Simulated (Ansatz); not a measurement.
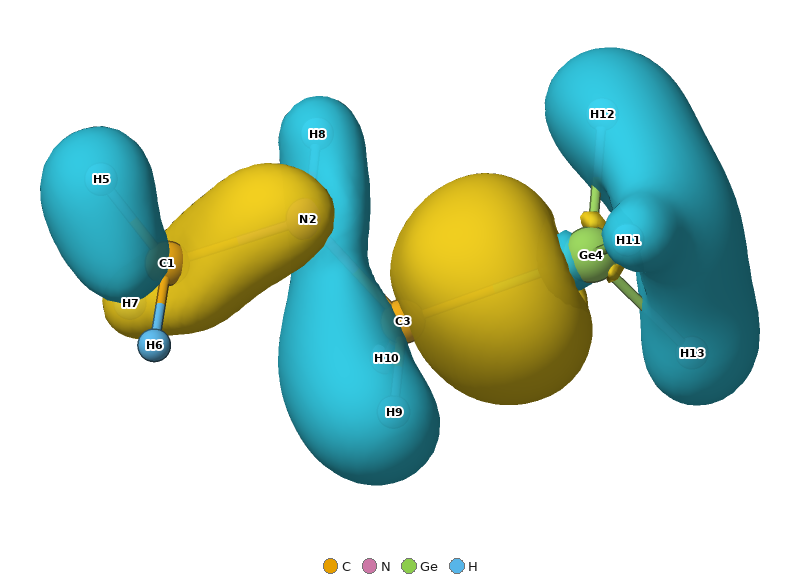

Figure. C$_{2}$H$_{9}$GeN (SMILES CN[CH2][GeH3]). The HOMO−1 at ±0.1 Å⁻³ᐟ² (yellow and cyan are the two phases), seen across its widest extent.

These are results of RKS B3LYP-D4/def2-SVP in Ansatz, not measurements.

```yaml
atoms:
  - { symbol: C, position_ang: [-0.9255, 1.7143, -0.6876] }
  - { symbol: N, position_ang: [-0.8818, 0.2915, -0.4089] }
  - { symbol: C, position_ang: [-1.8879, -0.1669, 0.5306] }
  - { symbol: Ge, position_ang: [-1.6028, -2.0751, 0.9605] }
  - { symbol: H, position_ang: [-0.1654, 1.9747, -1.4413] }
  - { symbol: H, position_ang: [-0.6890, 2.2820, 0.2285] }
  - { symbol: H, position_ang: [-1.9120, 2.0802, -1.0530] }
  - { symbol: H, position_ang: [-0.9440, -0.2375, -1.2777] }
  - { symbol: H, position_ang: [-1.7802, 0.3930, 1.4765] }
  - { symbol: H, position_ang: [-2.9395, -0.0064, 0.1985] }
  - { symbol: H, position_ang: [-0.3001, -2.2593, 1.7632] }
  - { symbol: H, position_ang: [-1.4904, -2.8715, -0.3607] }
  - { symbol: H, position_ang: [-2.7918, -2.6321, 1.7756] }
```

Q: What is the character of this orbital?

A: It lies mainly on C3 (about 35 %), Ge4 (about 25 %), N2 (about 10 %) and C1 (about 5 %). Its energy is −8.35 eV.
